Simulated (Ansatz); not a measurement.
## Electronic structure of CH2ClF3Si (SMILES FC[Si](F)(F)Cl) in real space

```yaml
atoms:
  - { symbol: C, position_ang: [0.7204, 0.1857, 0.0118] }
  - { symbol: Cl, position_ang: [-1.6248, -0.2178, -2.2010] }
  - { symbol: F, position_ang: [0.3441, 1.5114, 0.1400] }
  - { symbol: F, position_ang: [0.7202, -1.9921, -1.7634] }
  - { symbol: F, position_ang: [1.2197, 0.3255, -2.8085] }
  - { symbol: Si, position_ang: [0.3256, -0.4311, -1.7083] }
  - { symbol: H, position_ang: [0.1900, -0.4112, 0.7662] }
  - { symbol: H, position_ang: [1.7993, 0.1002, 0.2028] }
```

Geometry: PBE0-D3(BJ)/pcseg-1.

All numbers below come from isolated molecule in a Gaussian basis; Kohn-Sham density functional theory, functional PBE0 in Ansatz 0.2.0.

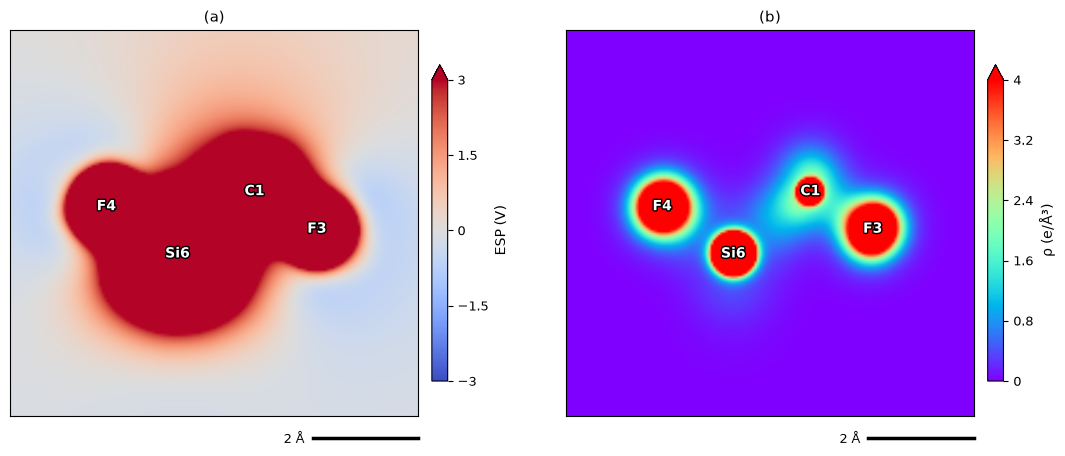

Figure 1. (a) electrostatic potential; (b) electron density on the plane of atoms C1, Si6 and F4.

### What do the fields say about this system?

The plane passes through C, F and Si nuclei.
C–F (1.38 Å): ρ is about 2 e/Å³ halfway, with its minimum of 1.6 e/Å³ about 0.5 Å from C.
Si–F (1.61 Å): the density is about 1 e/Å³ at the midpoint.
C–Si (1.87 Å): ρ is about 1 e/Å³ halfway.
Outside the dense part of the molecule the potential is most negative (−0.7 V) near F3.

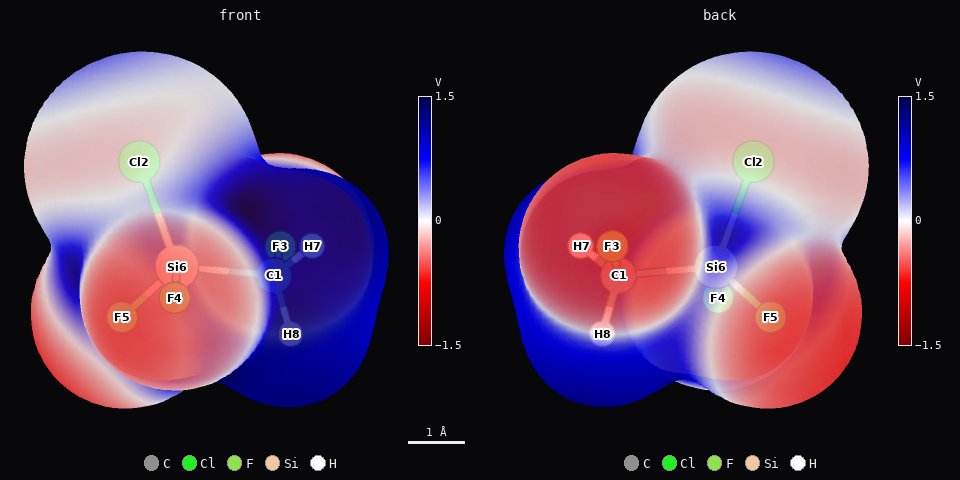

Figure 2. The molecular electrostatic potential painted on the density surface at 0.001 e/bohr³, seen from the front and from behind; red is negative and blue positive.

### Which sites attract a positive test charge, and which a negative one?

A positive charge is drawn to the negative regions and a negative charge to the positive ones. The most negative region (about −0.6 V) lies over F3 and F5, the most positive (about +1.4 V) over Si6. Cl2 shows a σ-hole: about +0.4 V at the tip opposite its bond, against about −0.1 V on its flanks.

### How polar is the molecule by this calculation?

Its dipole moment is 1.77 D.

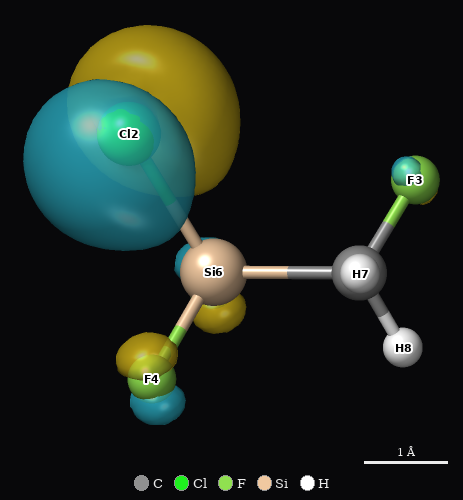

Figure 3. The HOMO−1 at ±0.15 Å⁻³ᐟ² (yellow and cyan are the two phases), seen at a tilt.

### Describe this orbital and give its energy.

It lies mainly on Cl2 (about 85 %); largely a lone pair of Cl2. Its energy is −10.25 eV.

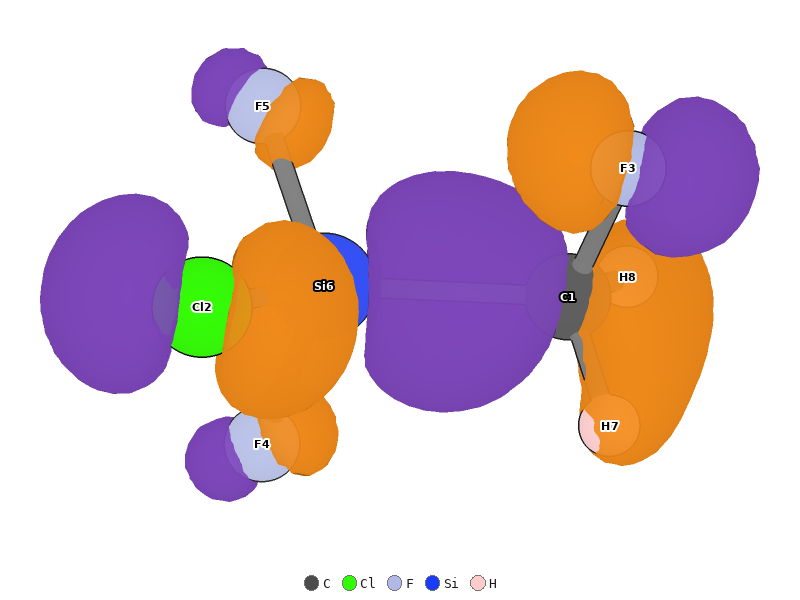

Figure 4. The HOMO at ±0.15 Å⁻³ᐟ² (orange and purple are the two phases), seen from one side.

### What is the character of this orbital?

It lies mainly on C1 (about 25 %), F3 (about 25 %), Cl2 (about 25 %) and Si6 (about 15 %). Its energy is −9.71 eV.
